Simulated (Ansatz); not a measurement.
# FeO (Wuestite): the cost of one run

Program: the Python package of Ansatz 0.2.0. Level of theory: DFT PBE, plane waves, PAW. These are calculated values, not measurements.

### Step 1. The structure

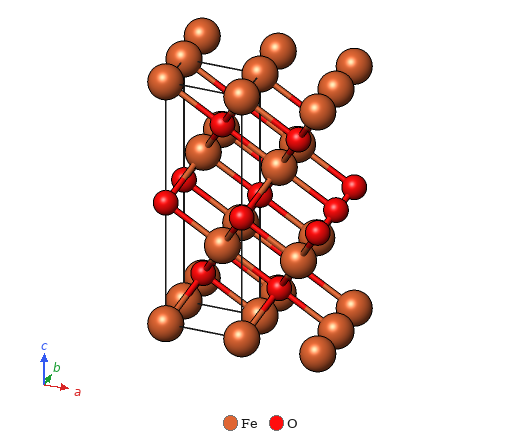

The starting structure, viewed slightly off an axis; iron orange, oxygen red. 2×2×1 cells are drawn. The cell is the conventional one. Atoms on cell faces are repeated.

The script holds or builds the structure itself.

### Step 2. The code

The input, smear_feo.py:

```python
# -*- coding: utf-8 -*-
import warnings

import ansatz
from ase import Atoms
import pandas as pd

config = {
    "cutoff": 510,
    "kmesh": (10, 10, 10),
    "tolerance": 1e-08,
}


def main():
    warnings.simplefilter("ignore", ansatz.DeckWarning)

    atoms = Atoms(
        ["Fe", "O"],
        scaled_positions=[
            [0.0, 0.0, 0.0],
            [0.5, 0.5, 0.5],
        ],
        cell=[
            [1.51882, 0.87689, 2.51958],
            [-1.51882, 0.87689, 2.51958],
            [0.0, -1.75378, 2.51958],
        ],
        pbc=True,
    )
    atoms.set_initial_magnetic_moments([4.5, 0.0])
    crystal = ansatz.Crystal.from_ase(atoms)

    setup = (
        crystal.calculation()
        .functional(ansatz.Functional.PBE)
        .pseudopotentials("paw")
        .basis(config["cutoff"])
        .kpoints(mesh=config["kmesh"], center="gamma")
        .spin("collinear")
        .scf(tolerance=config["tolerance"])
        .stress()
    )

    rows = []
    for value in [0.25, 0.15, 0.1, 0.05, 0.025]:
        r = setup.occupations("gaussian", width=value).run().report
        rows.append((value, r["free_energy_ev"] / len(r["lattice"]["sites"]), r["n_iterations"], sum(r["stress_gpa"][i][i] for i in range(3)) / 3, r["magnetization_mub"], r["n_kpoints"]))

    table = pd.DataFrame(rows, columns=["width (eV)", "F/atom (eV)", "iterations", "P (GPa)", "moment (muB)", "k-points"])
    print(table.round(5).to_string(index=False))

    for row in rows[:-1]:
        shift = 1000 * (row[1] - rows[-1][1])
        print(f"{row[0]}: {shift:+.2f} meV/atom" + ("  (within 5 meV)" if abs(shift) < 5 else ""))


if __name__ == "__main__":
    main()
```

### Step 3. The input behind the calls

The package turns the script's settings into the engine's input (first run):

```yaml
crystal:
  lattice:
    - [1.51882, 0.87689, 2.51958]
    - [-1.51882, 0.87689, 2.51958]
    - [0.0, -1.75378, 2.51958]
  atoms:
    - { symbol: Fe, position: [0.0, 0.0, 0.0], spin: 4.5 }
    - { symbol: O, position: [0.5, 0.5, 0.5], spin: 0.0 }
basis:
  ecutwfc: 510.0
kpoints:
  mp_grid:
    grid: [10, 10, 10]
    shift: [0.0, 0.0, 0.0]
hamiltonian:
  xc: pbe
  pseudopotentials:
    kind: paw
magnetization:
  spin_polarized: true
scf:
  convergence:
    dr2_threshold: 1.0e-08
  occupations:
    method: gaussian
    width: 0.25
output:
  stress: true
```

### Step 4. Launch

The run is started by

```sh
$ python smear_feo.py
```

What time and memory should one allow on 1 thread of Intel Xeon 6975P-C (Granite Rapids), shared host?

About 20 s, with a peak of 0.51 GiB.
